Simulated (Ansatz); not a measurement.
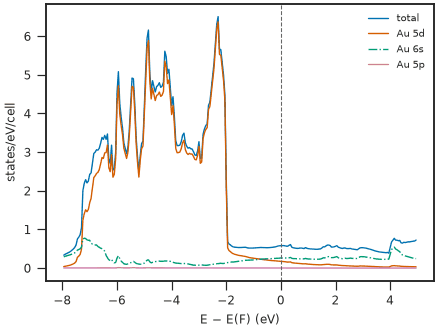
Figure. Total and projected density of states of Au (hcp (Mg type), P6_3/mmc), DFT-r²SCAN+D4 in the program Ansatz with PAW potentials

Which orbitals carry the states next to the Fermi level?

Within 0.5 eV of the Fermi level: Au 6s 46 %, Au 5d 31 %, outside the projected shells 23 %. Projections are on Löwdin-orthogonalised atomic valence shells; empty p or d shells of many metals are not among them.

Where is the tallest occupied peak in this window, and what makes it?

Near -2.3 eV, about 6.5 states/eV per cell; the largest projected share is Au 5d.

The first step of the workflow began from a Materials Project structure, measured or hypothetical; the Crystallography Open Database files this formula in space group No. 194, but the cells were not matched. It is not the phase usual at ambient conditions (space group No. 225). The r²SCAN+D4 relaxation kept the symmetry of its start; its stability against distortions is not shown here. The pairwise dispersion correction was not fitted to metals. Scalar-relativistic: spin–orbit coupling is off unless named, which matters more the heavier the elements.

Potentials: the later of the program's two PAW sets.
